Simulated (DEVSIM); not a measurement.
Device: GaAs n-i-p diode, at 400 K.

```
layer (left to right)  material  thickness (μm)  Nd (cm⁻³)  Na (cm⁻³)  τn (s)  τp (s)
---------------------  --------  --------------  ---------  ---------  ------  ------
1                          GaAs           0.290     1.6e17          -  1.9e-9  1.9e-9
2                          GaAs             240          -     1.4e13  1.9e-9  1.9e-9
3                          GaAs            2.20          -     1.4e17  1.9e-9  1.9e-9
```

Left contact: ohmic. Right contact: ohmic. Voltage is applied to the left contact. Recombination: SRH at mid-gap, radiative. Mobility is constant in doping.

Constants are typed, rounded textbook-type inputs, not results; the design itself was drawn at random and stands for no fabricated device. Values at 300 K; Nc and Nv go as T^1.5, mobilities as T to minus their exponent, the gap by Varshni's rule with the affinity fixed.

```csv
parameter,GaAs
gap (eV),1.424
affinity (eV),4.07
permittivity,12.9
Nc (cm⁻³),4.7e17
Nv (cm⁻³),9e18
μn (cm²/Vs),8500
μp (cm²/Vs),400
T exponent of μn,2.1
T exponent of μp,2.2
B (cm³/s),2e-10
Varshni α (eV/K),0.000541
Varshni β (K),204
```

Simulated with DEVSIM: 1D drift-diffusion, Boltzmann statistics, complete ionisation; no tunnelling, impact ionisation, image-force lowering or self-heating.

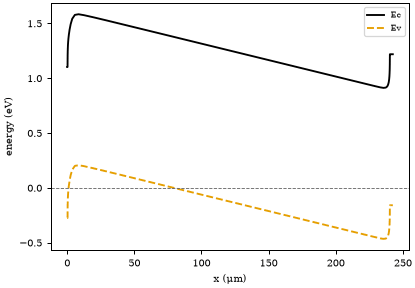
Band edges at -1.05 V on the left contact

Energies count from the Fermi level of the right contact; mesh points crowd at the junctions.

| x (μm) | Ec (eV) | Ev (eV) | n (cm⁻³) | p (cm⁻³) | field (V/cm) |
|---|---|---|---|---|---|
| 0.000 | 1.102 | -0.275 | 1.6e17 | 280 | ≈ 0 |
| 0.05395 | 1.102 | -0.275 | 1.6e17 | 620000 | ≈ 0 |
| 0.1908 | 1.102 | -0.275 | 1.6e17 | 2200000 | 12 |
| 0.2742 | 1.113 | -0.264 | 1.2e17 | 4300000 | 8500 |
| 0.3444 | 1.210 | -0.167 | 7.0e15 | 7.6e7 | 8300 |
| 0.5438 | 1.296 | -0.081 | 5.8e14 | 9.3e8 | 2600 |
| 1.251 | 1.398 | 0.020 | 3.0e13 | 2.0e10 | 970 |
| 5.733 | 1.578 | 0.201 | 1.2e11 | 9.1e12 | 80 |
| 19.64 | 1.556 | 0.178 | 1.1e10 | 1.4e13 | -29 |
| 68.93 | 1.409 | 0.031 | 1.3e7 | 1.4e13 | -30 |
| 180.3 | 1.075 | -0.303 | 3200000 | 1.4e13 | -30 |
| 229.5 | 0.927 | -0.450 | 3500000 | 1.4e13 | -30 |
| 237.3 | 0.915 | -0.463 | 3500000 | 1.9e13 | 51 |
| 239.4 | 0.963 | -0.414 | 830000 | 8.4e13 | 650 |
| 240.2 | 1.068 | -0.309 | 39000 | 1.8e15 | 4000 |
| 240.3 | 1.149 | -0.229 | 3800 | 1.8e16 | 13000 |
| 240.3 | 1.212 | -0.166 | 610 | 1.1e17 | 5300 |
| 240.4 | 1.219 | -0.158 | 490 | 1.4e17 | ≈ 0 |
| 241.1 | 1.219 | -0.158 | 430 | 1.4e17 | ≈ 0 |
| 242.1 | 1.219 | -0.158 | 350 | 1.4e17 | ≈ 0 |
| 242.4 | 1.219 | -0.158 | 330 | 1.4e17 | ≈ 0 |
| 242.5 | 1.219 | -0.158 | 320 | 1.4e17 | ≈ 0 |
